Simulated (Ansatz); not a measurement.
The relaxed structure here is a generated cell of WSe2: the first start was made by placing the elements on the sites of a structure type, and the end was not matched to a known phase here, so it may be hypothetical. Known forms of WSe2 include space group No. 194.

One stationary structure of WSe₂. Space group P6₂22 (No. 180), AFLOW prototype A2B_hP9_180_j_c (C8, as in SiO2). Level of theory: r2SCAN (plane waves to 500 eV, PAW, scalar-relativistic; Ansatz, a first-principles code).

```cif
data_Se6W3
_chemical_formula_sum 'W3 Se6'
_space_group_name_H-M_alt 'P6222'
_space_group_IT_number 180
_space_group_name_Hall 'P 62 2 (0 0 4)'
_cell_length_a 7.14928
_cell_length_b 7.14928
_cell_length_c 8.26371
_cell_angle_alpha 90.000
_cell_angle_beta 90.000
_cell_angle_gamma 120.000
loop_
_atom_site_label
_atom_site_type_symbol
_atom_site_symmetry_multiplicity
_atom_site_Wyckoff_symbol
_atom_site_fract_x
_atom_site_fract_y
_atom_site_fract_z
_atom_site_occupancy
W1 W 3 d 0.50000 0.00000 0.50000 1
Se1 Se 6 i 0.19781 0.39563 0.00000 1
```

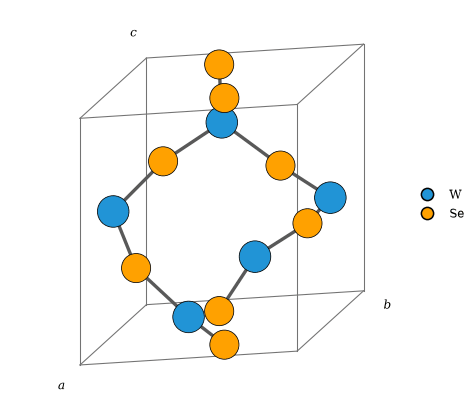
Fig. 1. The conventional cell of the relaxed structure

| Item | Value |
|---|---|
| Volume per atom | 40.64 Å³ |
| Density | 4.65 g/cm³ |
| Band gap | zero (metallic) |
| Shortest distances | Se–W 2.35 Å |
| k-mesh | 8×8×6 |

Band energies at high-symmetry points (eV from the Fermi level; labels of this space group; no spin-orbit coupling), from −5 eV up to 3.9 eV:

| point | energies |
|---|---|
| Γ | -4.83 -4.67 -4.59 -4.40 -4.40 -3.73 -3.73 -3.39 -3.09 -3.09 -2.82 -2.23 -2.23 -1.95 -0.99 -0.65 -0.65 0.18 0.64 0.64 0.68 1.20 1.67 1.67 2.47 2.47 3.01 |
| M | -4.79 -4.73 -4.34 -4.25 -4.20 -4.04 -3.78 -3.52 -3.18 -3.10 -3.07 -3.04 -2.22 -1.84 -0.75 -0.68 -0.20 0.38 0.91 1.15 1.46 1.51 1.75 1.86 1.86 2.71 2.80 3.10 3.46 |
| K | -4.76 -4.76 -4.29 -4.20 -4.20 -4.06 -3.70 -3.70 -3.29 -3.29 -2.99 -2.48 -2.48 -2.15 -0.82 -0.15 -0.15 0.58 0.58 1.18 1.20 1.20 1.91 2.32 2.32 2.72 2.78 2.78 2.96 |
| A | -4.83 -4.83 -4.49 -4.21 -4.21 -3.88 -3.86 -3.86 -3.31 -3.31 -2.40 -2.17 -1.76 -1.76 -0.90 -0.64 -0.64 0.01 0.01 0.03 0.98 0.98 2.34 2.34 2.42 2.92 3.04 3.04 |
| L | -4.96 -4.96 -4.88 -4.27 -4.26 -4.18 -4.03 -3.75 -3.61 -3.43 -3.10 -2.97 -2.73 -2.36 -2.12 -0.47 -0.46 0.06 0.32 0.70 0.81 0.97 1.63 1.96 1.97 2.12 2.69 2.85 2.96 3.71 |
| H | -4.95 -4.95 -4.90 -4.30 -4.18 -4.18 -3.94 -3.94 -3.78 -3.09 -2.96 -2.96 -2.69 -2.69 -2.40 -0.39 0.03 0.03 0.44 0.71 0.71 0.84 1.57 1.57 2.34 2.34 2.81 2.89 2.89 3.25 |

No spin polarisation in the result.

The run could not lose the symmetry of its start: the end is stationary, and may be a saddle point rather than a minimum.
